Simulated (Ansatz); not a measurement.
**Geometry relaxation, with input and output: InH3Cl2O (part 1 of 2)**

InH3Cl2O, computed with RKS PBE/def2-SVP (Ansatz 0.2.0).

It belongs to a series of runs on one base structure; here: end point A relaxed.

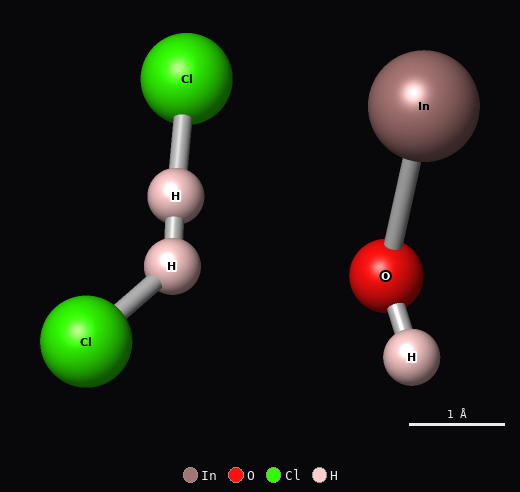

Figure 1. The input geometry (ball-and-stick view, seen at a tilt). Sticks mark near contacts. Bond lengths as drawn: Cl–H 1.38 to 1.40 Å, H–H 0.82 Å, H–O 0.98 Å and In–O 2.09 Å.

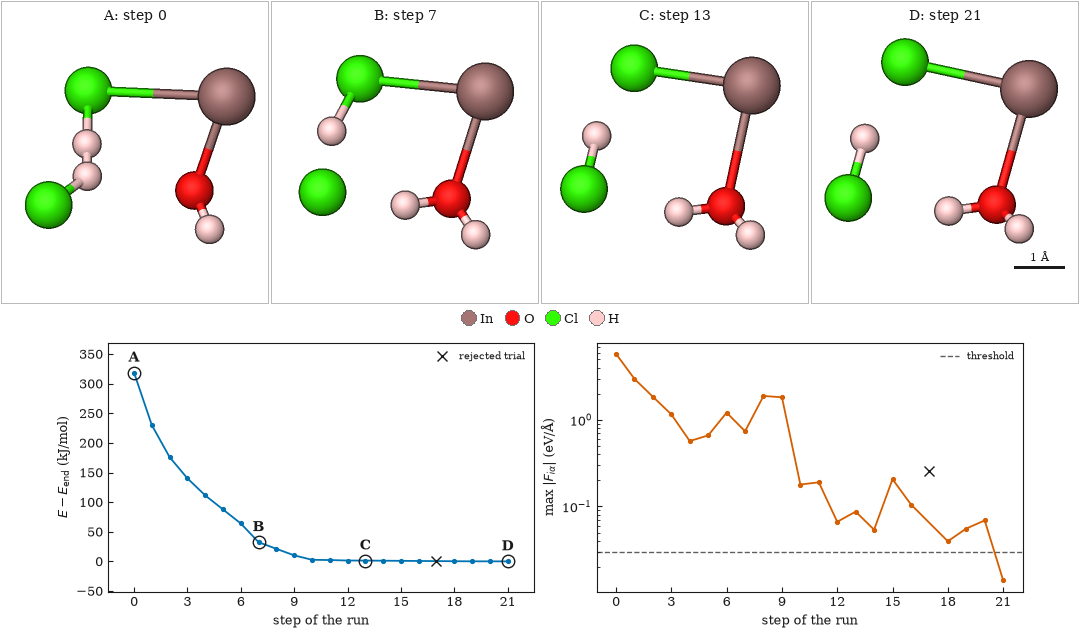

Figure 2. Frames of the relaxation (ball-and-stick view, seen at a tilt) above the curves, on which the letters mark them (the first geometry is step 0 here and step 1 in the log).

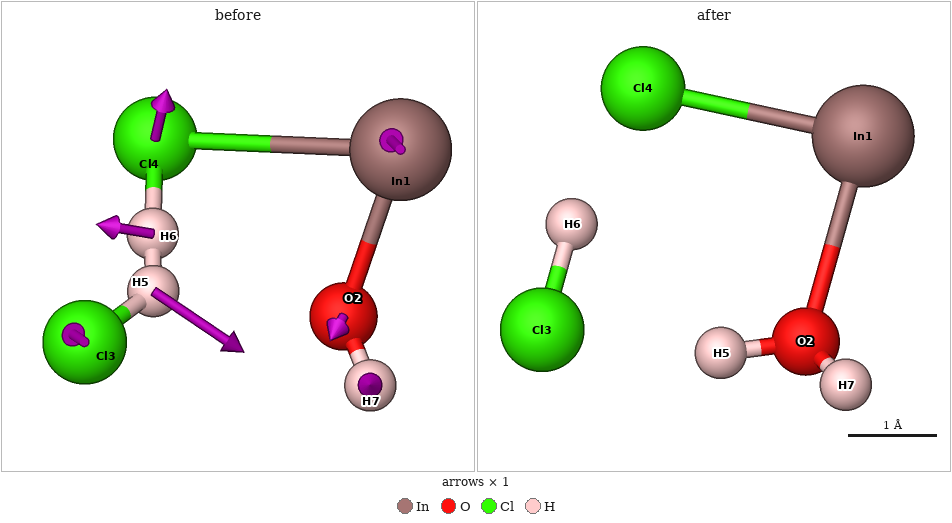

Figure 3. Before (left) and after (right) the relaxation, at one scale (ball-and-stick view, seen at a tilt). The pink arrows give the displacements, at true length. H5 moves most after the best rigid fit: 1.27 Å. Largest moves by element: H 1.27 Å, In 0.79 Å, Cl 0.72 Å, O 0.41 Å. Among the contacts that change: H5–H6 0.817 → 2.255 Å, O2–H5 2.258 → 0.998 Å, Cl3–H5 1.382 → 2.115 Å, Cl3–H6 2.071 → 1.374 Å. New bonds form: Cl3–H6 (2.07 → 1.37 Å), O2–H5 (2.26 → 1.00 Å). Bonds break: Cl3–H5 (1.38 → 2.11 Å), Cl4–H6 (1.40 → 1.92 Å). Among the angles that change: O2–In1–Cl4 68.8° → 87.6°. Over 21 geometry steps the energy falls by 318.5 kJ/mol. Largest force component: 5.8 eV/Å at the start, 0.014 eV/Å at the end. The line search rejected the trial step at point 17 (counted from 0) and went back. (Atoms are counted from 1 in the order of the input.)

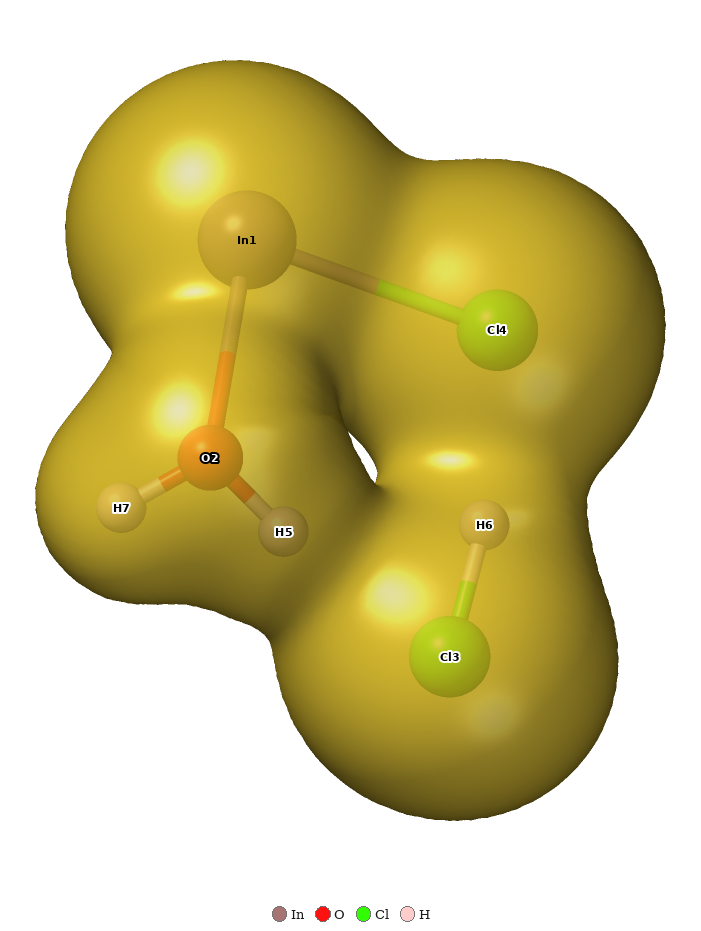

Figure 4. Isosurface of the total electron density at 0.05 e/Å³ (yellow), seen at a tilt. At this value the surface is in one piece. On the grid the lowest density along these lines, outside the cores, is 0.34 e/Å³ (Cl···H, 1.92 Å), 0.25 e/Å³ (In–O, 2.48 Å), 0.33 e/Å³ (In–Cl, 2.59 Å) and 2.3 e/Å³ (O–H, 0.98 Å).

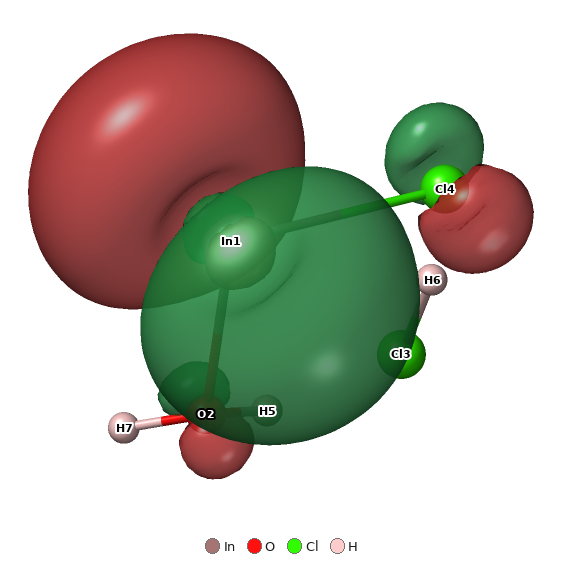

Figure 5. The LUMO at ±0.1 Å⁻³ᐟ² (green and red are the two phases), seen at an oblique angle. Its weight (Hirshfeld) is mainly on In1 (90 %). Its energy is −2.23 eV.

The input that produced these results follows, with the program's output.

**Input**
```yaml
crystal:
  periodic: [false, false, false]
  atoms:
    - { symbol: In, position_ang: [0.67554, -2.123391, 0.572264] }
    - { symbol: O, position_ang: [1.320259, -0.326484, -0.277067] }
    - { symbol: Cl, position_ang: [-1.501743, 1.130962, -1.294357] }
    - { symbol: Cl, position_ang: [-0.728526, 0.33335, 1.919645] }
    - { symbol: H, position_ang: [-0.681285, 0.719417, -0.260561] }
    - { symbol: H, position_ang: [-0.725137, 0.570775, 0.54168] }
    - { symbol: H, position_ang: [1.640893, -0.30453, -1.201503] }
basis:
  gaussian: { orbitals: def2-SVP }
hamiltonian:
  xc: pbe
relax:
  f_tol: 0.03
  max_steps: 50
output:
  orbitals: {}
```

Command:
```bash
ansatz run input.yaml --threads 2 --pin off --max-ram 3072MiB --backend cpu --events-out ev --progress --plain --runs-dir out
```

**Output**
```
The last accepted step is kept in [file] (removed where the run ends without a failure and the disk answers)
Engine: ansatz 0.2.0, x86_64-unknown-linux-gnu
Functional definition: PBE
  parameter kappa = 0.804
  parameter beta = 0.06672455060314922
  exchange = pbe_x(kappa = kappa, mu = beta*pi^2/3)
  correlation = pbe_c(beta = beta)
1023 factors; their error is unknown
mean field evaluation 1: about -32284.9337 eV, gradient 6.4e1 eV
mean field evaluation 2: about -32125.9638 eV, gradient 1.9e2 eV
mean field evaluation 4: about -32292.4006 eV, gradient 1.2e1 eV
mean field evaluation 8: about -32292.8172 eV, gradient 2.8e-1 eV
mean field evaluation 16: about -32292.7859 eV, gradient 9.5e-4 eV
mean field -32292.78592891 eV, -1186.7379940509 hartree, gradient 6.2e-5 eV, S^2 0.000000; 0 other end points of the search recorded, 0 dependent functions left out
the calculation of the forces begins
reference -32292.78596642 eV, -1186.7379954295 hartree; 33, 33 occupied and 58, 58 virtual orbitals, 1023 factors
relax step   1: F+E_penalty+E_count = -32292.78592891 eV  Δ(F+E_penalty+E_count) = +0.000e0 eV  max|allowed force component| = 5.812e0 eV/Å  Δτ_max = 0.0000 Å  (28 SCF iters, accepted)
these checks for a lower state are left out or cut short: starts, cluster_reference, orbital_swaps, neighbouring_geometries, increment
1023 factors; their error is unknown
mean field -32293.70462973 eV, -1186.7717556833 hartree, gradient 2.0e-5 eV, S^2 0.000000; 0 other end points of the search recorded, 0 dependent functions left out
[... from here on the field's lines of each further geometry are left out, up to the last ...]
relax step   2: F+E_penalty+E_count = -32293.70462973 eV  Δ(F+E_penalty+E_count) = -9.187e-1 eV  max|allowed force component| = 2.983e0 eV/Å  Δτ_max = 0.1934 Å  (33 SCF iters, accepted)
relax step   3: F+E_penalty+E_count = -32294.26403865 eV  Δ(F+E_penalty+E_count) = -5.594e-1 eV  max|allowed force component| = 1.854e0 eV/Å  Δτ_max = 0.1948 Å  (33 SCF iters, accepted)
relax step   4: F+E_penalty+E_count = -32294.63438159 eV  Δ(F+E_penalty+E_count) = -3.703e-1 eV  max|allowed force component| = 1.160e0 eV/Å  Δτ_max = 0.1967 Å  (28 SCF iters, accepted)
relax step   5: F+E_penalty+E_count = -32294.93245260 eV  Δ(F+E_penalty+E_count) = -2.981e-1 eV  max|allowed force component| = 5.703e-1 eV/Å  Δτ_max = 0.2000 Å  (32 SCF iters, accepted)
relax step   6: F+E_penalty+E_count = -32295.17856162 eV  Δ(F+E_penalty+E_count) = -2.461e-1 eV  max|allowed force component| = 6.636e-1 eV/Å  Δτ_max = 0.1949 Å  (32 SCF iters, accepted)
relax step   7: F+E_penalty+E_count = -32295.42362163 eV  Δ(F+E_penalty+E_count) = -2.451e-1 eV  max|allowed force component| = 1.215e0 eV/Å  Δτ_max = 0.1951 Å  (32 SCF iters, accepted)
relax step   8: F+E_penalty+E_count = -32295.75113977 eV  Δ(F+E_penalty+E_count) = -3.275e-1 eV  max|allowed force component| = 7.406e-1 eV/Å  Δτ_max = 0.1944 Å  (31 SCF iters, accepted)
relax step   9: F+E_penalty+E_count = -32295.86687017 eV  Δ(F+E_penalty+E_count) = -1.157e-1 eV  max|allowed force component| = 1.893e0 eV/Å  Δτ_max = 0.1953 Å  (31 SCF iters, accepted)
relax step  10: F+E_penalty+E_count = -32295.98140627 eV  Δ(F+E_penalty+E_count) = -1.145e-1 eV  max|allowed force component| = 1.829e0 eV/Å  Δτ_max = 0.1157 Å  (27 SCF iters, accepted)
relax step  11: F+E_penalty+E_count = -32296.05894457 eV  Δ(F+E_penalty+E_count) = -7.754e-2 eV  max|allowed force component| = 1.794e-1 eV/Å  Δτ_max = 0.1033 Å  (27 SCF iters, accepted)
relax step  12: F+E_penalty+E_count = -32296.06363563 eV  Δ(F+E_penalty+E_count) = -4.691e-3 eV  max|allowed force component| = 1.903e-1 eV/Å  Δτ_max = 0.1079 Å  (27 SCF iters, accepted)
relax step  13: F+E_penalty+E_count = -32296.07179819 eV  Δ(F+E_penalty+E_count) = -8.163e-3 eV  max|allowed force component| = 6.657e-2 eV/Å  Δτ_max = 0.0706 Å  (26 SCF iters, accepted)
relax step  14: F+E_penalty+E_count = -32296.07291156 eV  Δ(F+E_penalty+E_count) = -1.113e-3 eV  max|allowed force component| = 8.718e-2 eV/Å  Δτ_max = 0.0249 Å  (27 SCF iters, accepted)
relax step  15: F+E_penalty+E_count = -32296.07490617 eV  Δ(F+E_penalty+E_count) = -1.995e-3 eV  max|allowed force component| = 5.392e-2 eV/Å  Δτ_max = 0.0442 Å  (26 SCF iters, accepted)
relax step  16: F+E_penalty+E_count = -32296.07753986 eV  Δ(F+E_penalty+E_count) = -2.634e-3 eV  max|allowed force component| = 2.068e-1 eV/Å  Δτ_max = 0.0986 Å  (25 SCF iters, accepted)
relax step  17: F+E_penalty+E_count = -32296.07974338 eV  Δ(F+E_penalty+E_count) = -2.204e-3 eV  max|allowed force component| = 1.054e-1 eV/Å  Δτ_max = 0.0844 Å  (26 SCF iters, accepted)
relax step  18: F+E_penalty+E_count = -32296.07634834 eV  Δ(F+E_penalty+E_count) = +3.395e-3 eV  max|allowed force component| = 2.557e-1 eV/Å  Δτ_max = 0.1528 Å  (27 SCF iters, rejected (line search))
relax step  19: F+E_penalty+E_count = -32296.08414489 eV  Δ(F+E_penalty+E_count) = -4.402e-3 eV  max|allowed force component| = 3.964e-2 eV/Å  Δτ_max = 0.0764 Å  (27 SCF iters, accepted)
relax step  20: F+E_penalty+E_count = -32296.08571782 eV  Δ(F+E_penalty+E_count) = -1.573e-3 eV  max|allowed force component| = 5.560e-2 eV/Å  Δτ_max = 0.0998 Å  (26 SCF iters, accepted)
relax step  21: F+E_penalty+E_count = -32296.08637586 eV  Δ(F+E_penalty+E_count) = -6.580e-4 eV  max|allowed force component| = 6.906e-2 eV/Å  Δτ_max = 0.0529 Å  (25 SCF iters, accepted)
the calculation of the forces begins
reference -32296.08704502 eV, -1186.8593078305 hartree; 33, 33 occupied and 58, 58 virtual orbitals, 1023 factors
relax step  22: F+E_penalty+E_count = -32296.08700744 eV  Δ(F+E_penalty+E_count) = -6.316e-4 eV  max|allowed force component| = 1.405e-2 eV/Å  Δτ_max = 0.0221 Å  (27 SCF iters, accepted)
1023 factors; their error is unknown
mean field evaluation 192: about -32296.0870 eV, gradient 5.1e-5 eV
mean field -32296.08700744 eV, -1186.8593064493 hartree, gradient 8.5e-6 eV, S^2 0.000000; 1 other end points of the search recorded, 0 dependent functions left out
the calculation of the forces begins
reference -32296.08704502 eV, -1186.8593078305 hartree; 33, 33 occupied and 58, 58 virtual orbitals, 1023 factors
Total energy: -32296.08704502 eV, -1186.8593078305 hartree
Atom 0 at     0.935090    -1.773822     1.181151 Å, force    -0.000353     0.001163     0.000552 eV/Å
Atom 1 at     1.175881    -0.160202    -0.689024 Å, force     0.014045    -0.008850     0.000221 eV/Å
Atom 2 at    -1.448818     1.470849    -0.676553 Å, force     0.000522    -0.002565     0.007660 eV/Å
Atom 3 at    -1.014034    -0.311895     2.045972 Å, force     0.001597    -0.004881     0.003325 eV/Å
Atom 4 at     0.416185     0.479956    -0.786025 Å, force    -0.010805     0.006213    -0.005333 eV/Å
Atom 5 at    -1.397983     0.790365     0.516593 Å, force    -0.003140     0.008026    -0.009937 eV/Å
Atom 6 at     1.333681    -0.495153    -1.592012 Å, force    -0.001867     0.000893     0.003511 eV/Å
Dipole moment:     0.575726    -0.455836    -0.464937 e Å
```
